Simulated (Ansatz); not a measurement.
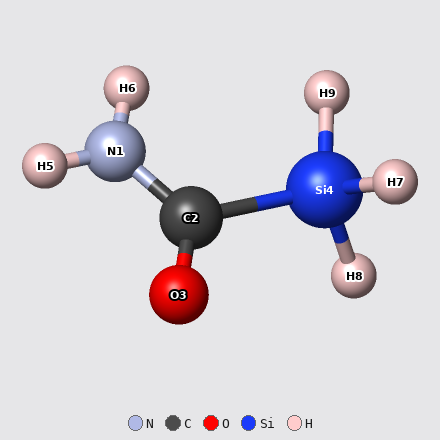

The system is CH5NOSi, SMILES NC(=O)[SiH3]; the picture shows the reference structure. The first coordinate is: umbrella angle at N1 (between each of its bonds and their common axis; 90 is planar); the second: change of the bonds N1–C2, N1–H5, N1–H6, all alike. Nothing is relaxed (all other coordinates rigid). The grid has 9 × 9 points. Points are written as (first, second). Energies are in kcal/mol, from the relaxed molecule at the same level. Computed with Ansatz 0.2.0, RKS PBE0-D4/def2-TZVP.

Its coordinates:

```yaml
atoms:
  - { symbol: N, position_ang: [0.4841, 1.3542, -0.6020] }
  - { symbol: C, position_ang: [0.5851, 0.0068, -0.5161] }
  - { symbol: O, position_ang: [1.3962, -0.6354, -1.1551] }
  - { symbol: Si, position_ang: [-0.6032, -0.9358, 0.6659] }
  - { symbol: H, position_ang: [1.1048, 1.8541, -1.2203] }
  - { symbol: H, position_ang: [-0.1917, 1.8677, -0.0666] }
  - { symbol: H, position_ang: [-1.3843, -1.8924, -0.1526] }
  - { symbol: H, position_ang: [0.2289, -1.6575, 1.6567] }
  - { symbol: H, position_ang: [-1.5313, -0.0079, 1.3728] }
```

Range: umbrella angle at N1 (between each of its bonds and their common axis; 90 is planar) from 66 to 114°; change of the bonds N1–C2, N1–H5, N1–H6, all alike from −0.123 to 0.191 Å.

Predict the map.

Answer. The lowest grid point is at (90°, −0.006 Å), 0.06 kcal/mol from the relaxed molecule at the same level. It is the only kind of minimum in the scanned range. The highest grid point, (66°, −0.123 Å), lies 49.9 kcal/mol above the lowest. Round the minimum the two coordinates are nearly uncoupled.

| second ↓, first → | 66 | 72 | 78 | 84 | 90 | 96 | 102 | 108 | 114 |
| --- | --- | --- | --- | --- | --- | --- | --- | --- | --- |
| 0.191 | 35.4 | 35.7 | 37.4 | 39.0 | 39.7 | 39.0 | 37.4 | 35.7 | 35.4 |
| 0.151 | 25.0 | 24.2 | 25.2 | 26.3 | 26.8 | 26.3 | 25.2 | 24.2 | 25.0 |
| 0.112 | 16.6 | 14.8 | 14.9 | 15.6 | 16.0 | 15.6 | 14.9 | 14.8 | 16.6 |
| 0.073 | 10.6 | 7.7 | 7.0 | 7.2 | 7.3 | 7.2 | 7.0 | 7.7 | 10.6 |
| 0.034 | 7.7 | 3.7 | 2.1 | 1.8 | 1.7 | 1.8 | 2.1 | 3.7 | 7.7 |
| −0.006 | 9.0 | 3.7 | 1.3 | 0.3 | 0.1 | 0.3 | 1.3 | 3.7 | 9.0 |
| −0.045 | 15.5 | 9.0 | 5.5 | 4.0 | 3.6 | 4.0 | 5.5 | 9.0 | 15.5 |
| −0.084 | 28.6 | 20.7 | 16.3 | 14.2 | 13.6 | 14.2 | 16.3 | 20.7 | 28.6 |
| −0.123 | 50.0 | 40.8 | 35.4 | 32.6 | 31.8 | 32.6 | 35.4 | 40.8 | 50.0 |

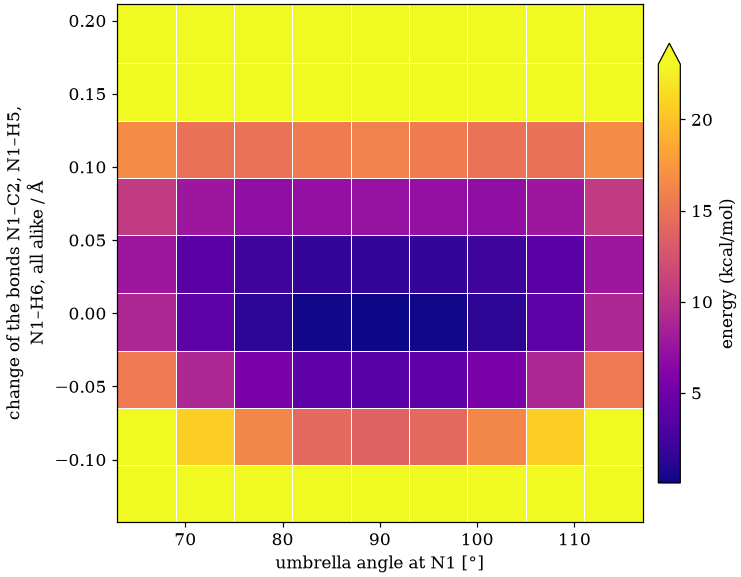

The picture shows one coloured cell a grid point, one colour for all values above the top of the scale.

Each point was launched as `ansatz run input.yaml --threads 1 --pin off --max-ram 2560MiB --backend cpu --events-out ev --progress --plain --runs-dir out`. Time for the 81 points that were run: 9 min on 1 thread of Arm Neoverse V2 (shared host).
